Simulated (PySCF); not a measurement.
## Al$_{3}$N$_{3}$H$_{7}$O (charge +1): excited-state calculation

- system: Al$_{3}$N$_{3}$H$_{7}$O, charge +1, SMILES [OH2+][Al]1[NH][AlH][NH][AlH][NH]1
- method: TDDFT CAM-B3LYP/def2-SVPD, vertical, gas phase, core orbitals frozen in the response (PySCF 2.14.0)

The geometry comes from this level: PBE0-D3(BJ)/def2-SVP.

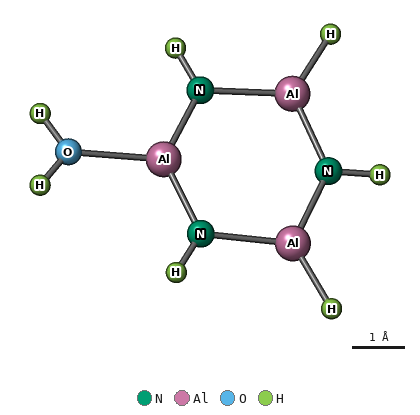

*The structure as given in the input (ball-and-stick view, seen at a tilt). Sticks mark near contacts.*

Bond lengths as drawn: Al–H 1.57 Å, Al–N 1.74 to 1.83 Å, Al–O 1.89 Å, H–N 1.02 Å and H–O 0.97 Å.

Input file:
```
{"job": {"kind": "uv", "xc": "CAM-B3LYP", "basis": "def2-SVPD", "nstates": 6, "ntriplets": 2, "ip": true}, "charge": 1, "multiplicity": 1}
N     -1.407552     0.652590     0.434143
Al    -0.856590     1.934772    -0.752086
N      0.735487     1.522570    -1.464941
Al     1.862990     0.147356    -1.241234
N      1.204932    -1.059434    -0.031564
Al    -0.342999    -0.702385     0.680864
O     -0.965014    -2.000574     1.913026
H     -2.304287     0.804856     0.887972
H     -1.733400     3.203647    -1.043167
H      1.072073     2.216904    -2.135109
H      3.249006    -0.079696    -1.942367
H      1.783114    -1.872992     0.161196
H     -1.809645    -1.966347     2.390847
H     -0.495989    -2.815337     2.156617
```

The first line tells a small driver script what to run in PySCF; the rest is the geometry in Å.

Run on 1 CPU thread, shared host.

Command:
```bash
OMP_NUM_THREADS=1 python <driver script> task.json out
```

Output:
```
coarse grid: 13488 points
cycle   1  E = -970.2064941261  dE =  7.954e-01  |g| = 9.117e-01  |ddm| = 5.365e+00
cycle   2  E = -970.1184780733  dE =  8.802e-02  |g| = 1.117e+00  |ddm| = 2.009e+00
cycle   3  E = -970.3936448525  dE = -2.752e-01  |g| = 7.467e-02  |ddm| = 9.996e-01
cycle   4  E = -970.3948028563  dE = -1.158e-03  |g| = 4.413e-02  |ddm| = 1.417e-01
cycle   5  E = -970.3951693262  dE = -3.665e-04  |g| = 7.394e-03  |ddm| = 4.199e-02
cycle   6  E = -970.3951829719  dE = -1.365e-05  |g| = 1.763e-03  |ddm| = 1.186e-02
cycle   7  E = -970.3951835623  dE = -5.904e-07  |g| = 1.299e-03  |ddm| = 3.492e-03
final grid: 117464 points
cycle   8  E = -970.5287426301  dE = -2.023e-05  |g| = 4.180e-03  |ddm| = 4.535e-02
cycle   9  E = -970.5287405639  dE =  2.066e-06  |g| = 5.316e-03  |ddm| = 8.385e-03
cycle  10  E = -970.5287463478  dE = -5.784e-06  |g| = 2.680e-04  |ddm| = 4.422e-03
cycle  11  E = -970.5287463568  dE = -8.960e-09  |g| = 2.225e-04  |ddm| = 5.508e-04
cycle  12  E = -970.5287463671  dE = -1.034e-08  |g| = 2.218e-05  |ddm| = 1.964e-04
cycle  13  E = -970.5287463673  dE = -1.323e-10  |g| = 1.156e-05  |ddm| = 4.845e-05
```

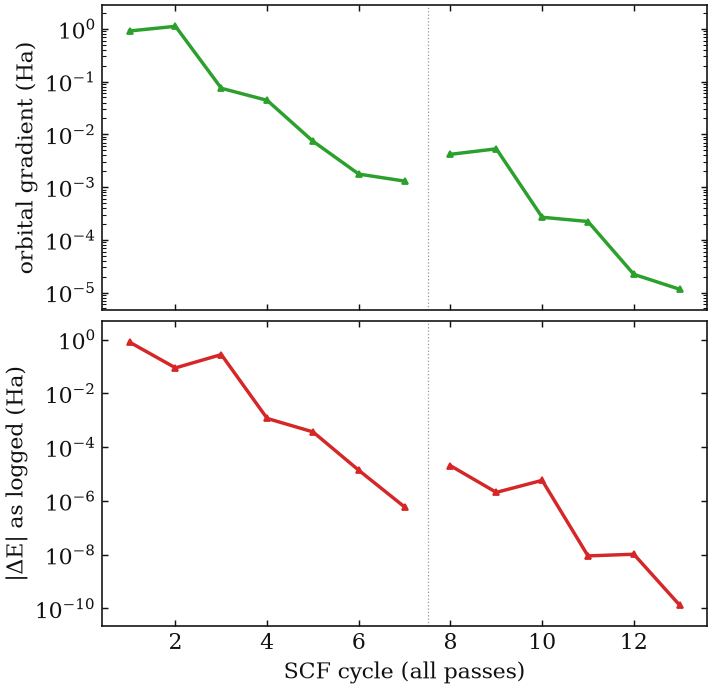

*Convergence of the self-consistent field: orbital gradient and size of the energy change against the SCF cycle. The dotted line marks the change from a coarse to the final integration grid.*

The first 7 cycles use a coarse grid, the final grid takes over at cycle 8, and the field converges after 13 cycles in all.

```
converged SCF energy = -970.5287463673

Static polarisability (au): isotropic 90.267, principal 69.765 99.460 101.574

Singlet excitations
state   eV       nm        f      main configurations
  1   5.2766    235.0   0.00001   H-1->L 0.87
  2   5.3296    232.6   0.00661   H->L 0.80, H->L+1 0.11
  3   6.3999    193.7   0.07485   H-4->L 0.48, H->L+1 0.34, H->L+5 0.10
  4   6.4159    193.2   0.01488   H->L+3 0.71, H-2->L 0.15
  5   6.5304    189.9   0.03814   H-2->L 0.70, H->L+3 0.11, H-1->L+2 0.10
  6   6.6077    187.6   0.00547   H-4->L 0.32, H->L+1 0.27, H->L 0.17

Triplet excitations (Tamm-Dancoff, eV): 5.0364 5.1223
Vertical ionisation energy (delta-SCF) = 13.0629 eV
Vertical electron affinity (delta-SCF) = 4.1212 eV
```

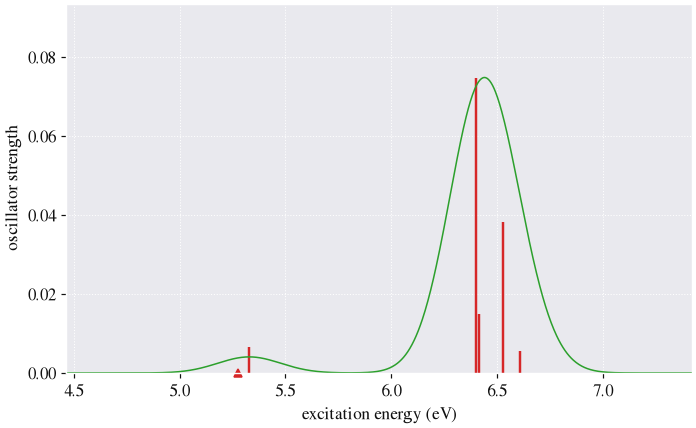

*Computed excitations as sticks (degenerate states added up, dark ones marked on the axis), with a Gaussian envelope of 0.35 eV full width at half maximum, scaled to the tallest.*

Of the 6 states the lowest lies at 5.28 eV (f = 0.000); the strongest line is at 6.40 eV, or 194 nm (f = 0.075).

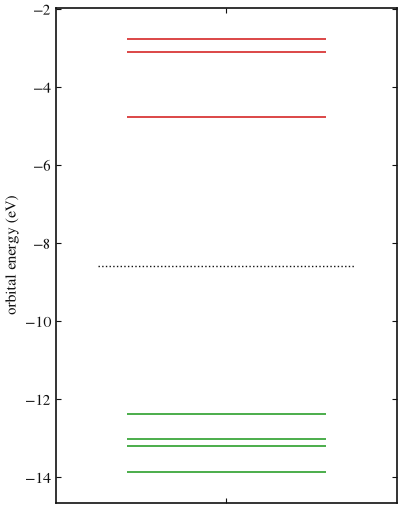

*Orbital energies near the frontier; the dotted line parts filled from empty levels, and levels within 0.02 eV of each other stand side by side.*

Highest filled −12.37 eV, lowest empty −4.78 eV, 7.59 eV apart.

Results in brief:

```tsv
quantity	value
outcome	converged
total energy	−970.528746 hartree
HOMO	−12.37 eV
LUMO	−4.78 eV
mean polarisability	90.27 a.u.
vertical ionisation energy	13.06 eV
vertical electron affinity	4.12 eV
lowest singlet excitation	5.28 eV
wall time	4.4 min
peak memory	1.1 GiB
```
